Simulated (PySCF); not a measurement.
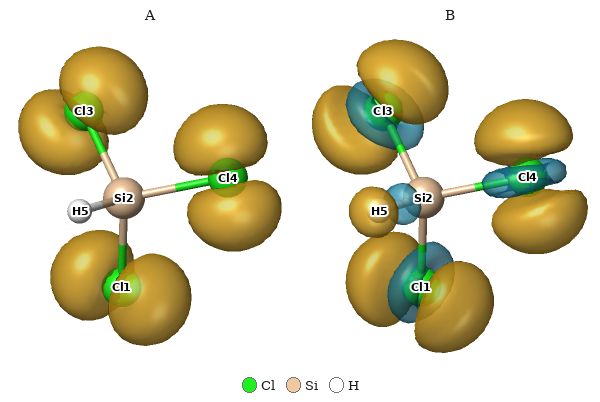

Cl3HSi, SMILES `Cl[SiH](Cl)Cl`. The Fukui function f⁻ from two separate SCF calculations and the density of the HOMO, at ±0.02 e/Å³ (yellow positive, teal negative).

Computed with PySCF, TPSS/def2-SVPD, geometry: GFN2-xTB. No frequency check shows the geometry to be a minimum. GFN2-xTB bond lengths at metals and heavier atoms can be off by up to 0.1 Å and shapes distorted, which carries into these values.

Cartesian coordinates (Å):

```
Cl1     -0.5085    1.8272    0.1730
Si2      0.0002   -0.0008   -0.4924
Cl3     -1.3287   -1.3533    0.1734
Cl4      1.8370   -0.4731    0.1734
H5      -0.0003   -0.0020   -1.9431
```

Which panel is which, and how good is the frozen-orbital picture?

Answer. B is f⁻ (it has negative regions), A the HOMO density. The HOMO lies on Cl1, Cl3 and Cl4 (32 % each); f⁻ (Hirshfeld-condensed) is largest on Cl1, Cl3 and Cl4 (0.29 each); the vertical ionisation energy is 11.16 eV. Relaxation shifts 7 % of the electron between atoms. The orbital energy is −8.24 eV.

Cost of the run: 70 s on 1 thread of AMD EPYC 9R14 (Zen 4), on a shared host, peak memory 0.68 GiB.
